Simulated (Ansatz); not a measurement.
# BCl3 (SMILES ClB(Cl)Cl) at PBE/6-311+G(d,p)

Aim: the electronic atomisation energy of BCl3 at PBE/6-311+G**, from 3 runs. 

Program for the calculation: Ansatz 0.2.0.

27 further runs of the same task are left out: 1 that didn't finish, 26 set aside as unsound or not needed.

### 1 Starting point

BCl3: 4 atoms, total charge 0, spin state singlet. SMILES: `ClB(Cl)Cl`. Geometry: relaxed at PBE0-D4/def2-TZVP.

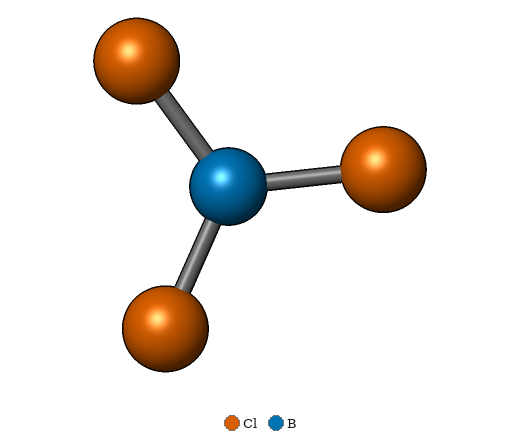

Viewed from a chosen angle; chlorine orange, boron blue.

### 2 A single-point energy at PBE/6-311+G(d,p)

File input.yaml:

```yaml
crystal:
  periodic: [false, false, false]
  atoms:
    - {symbol: Cl, position_ang: [-0.257920, 0.516440, 1.638340]}
    - {symbol: B, position_ang: [-0.000000, 0.000000, -0.000010]}
    - {symbol: Cl, position_ang: [0.942010, -1.423060, -0.324000]}
    - {symbol: Cl, position_ang: [-0.684100, 0.906610, -1.314320]}
basis:
  gaussian:
    orbitals: 6-311+G_st__st_-spherical.json
hamiltonian:
  xc: pbe
accuracy: high
output: {orbitals: {seedname: orbitals}}
```

The basis set 6-311+G** is read from a file made from the Basis Set Exchange's data (not shown).

On the command line:

```sh
$ ansatz run input.yaml --threads 1 --pin off --max-ram 3480MiB --events-out events.jsonl --progress --plain --runs-dir runs
```

What it wrote:

```text
Warning: RAYON_NUM_THREADS=1 ignored (pool sized by the plan → 1); use --threads N
Functional definition: PBE
  name "PBE"
  parameter kappa = 0.804
  parameter beta = 0.06672455060314922
  exchange = pbe_x(kappa = kappa, mu = beta*pi^2/3)
  correlation = pbe_c(beta = beta)
1845 factors; integrals over basis functions are off by at most 7.1e-9 eV
mean field evaluation 1: about -38230.7736 eV, gradient 2.4e1 eV
mean field evaluation 2: about -38228.6723 eV, gradient 3.6e1 eV
mean field evaluation 4: about -38232.2972 eV, gradient 5.9e-1 eV
mean field evaluation 8: about -38232.2983 eV, gradient 1.8e-2 eV
mean field evaluation 16: about -38232.2983 eV, gradient 1.3e-6 eV
mean field -38232.29831908 eV, -1405.0110484436 hartree, gradient 3.3e-8 eV, S^2 0.000000; 0 other end points of the search recorded, 0 dependent functions left out
reference -38232.29832506 eV, -1405.0110486635 hartree; 28, 28 occupied and 84, 84 virtual orbitals, 1845 factors
Total energy: -38232.29832506 eV, -1405.0110486635 hartree
```

Wall time 6.9 s (1 thread of Arm Neoverse V1, shared host); peak memory 0.26 GiB.

### 3 The B atom

File molecule.yaml:

```yaml
crystal:
  periodic: [false, false, false]
  atoms:
    - {symbol: B, position_ang: [0.000000, 0.000000, 0.000000]}
basis:
  gaussian: {orbitals: 6-311+G_st__st_.json}
magnetization: {spin_polarized: true, initial_magnetization: 1}
hamiltonian: {xc: {name: PBE}}
accuracy: high
```

The basis set 6-311+G** is read from a file made from the Basis Set Exchange's data (not shown).

Run the same way, it converges to -24.60857 Eh (log not shown).

### 4 The Cl atom, same level

File in.yaml:

```yaml
crystal:
  periodic: [false, false, false]
  atoms:
    - {symbol: Cl, position_ang: [0.000000, 0.000000, 0.000000]}
basis:
  gaussian: {orbitals: 6-311+G_st__st_-spherical.json}
accuracy: high
magnetization: {spin_polarized: true, initial_magnetization: 1}
hamiltonian: {xc: {name: PBE}}
```

The basis set 6-311+G** is read from a file made from the Basis Set Exchange's data (not shown).

On the command line:

```sh
$ ansatz run in.yaml --threads 1 --pin off --max-ram 3480MiB --events-out events.jsonl --progress --plain --runs-dir runs
```

What it wrote, cut to the lines that bear on the results:

```text
Warning: RAYON_NUM_THREADS=1 ignored (pool sized by the plan → 1); use --threads N
[... 6 set-up lines as earlier in the session ...]
229 factors; integrals over basis functions are off by at most 4.3e-9 eV
mean field evaluation 1: about -12515.9960 eV, gradient 3.8e0 eV
mean field evaluation 2: about -12516.0518 eV, gradient 2.7e0 eV
mean field evaluation 4: about -12516.0833 eV, gradient 4.9e-2 eV
mean field evaluation 8: about -12516.0834 eV, gradient 6.4e-4 eV
mean field evaluation 16: about -12516.0834 eV, gradient 1.6e-8 eV
mean field evaluation 32: about -12516.0833 eV, gradient 1.0e-1 eV
mean field -12516.08341162 eV, -459.9575816710 hartree, gradient 1.4e-8 eV, S^2 0.751619; 2 other end points of the search recorded, 0 dependent functions left out
reference -12516.08341569 eV, -459.9575818204 hartree; 9, 8 occupied and 21, 22 virtual orbitals, 229 factors
Total energy: -12516.08341569 eV, -459.9575818204 hartree
```

Run time: 1.4 s. Hardware: 1 thread of Arm Neoverse V1, shared host.

### 5 Results

Level: PBE/6-311+G**.

```
                     quantity           value
       molecule: total energy  -1405.01105 Eh
        molecule: HOMO energy        -7.74 eV
        molecule: LUMO energy        -2.67 eV
      molecule: HOMO–LUMO gap         5.07 eV
         B atom: total energy    -24.60857 Eh
                 B atom: ⟨S²⟩           0.752
        Cl atom: total energy   -459.95758 Eh
                Cl atom: ⟨S²⟩           0.752
electronic atomisation energy       14.415 eV
```

What this shows: Taking the molecule apart into free atoms costs 14.41 eV (332 kcal/mol), before zero-point energy and without spin-orbit coupling.
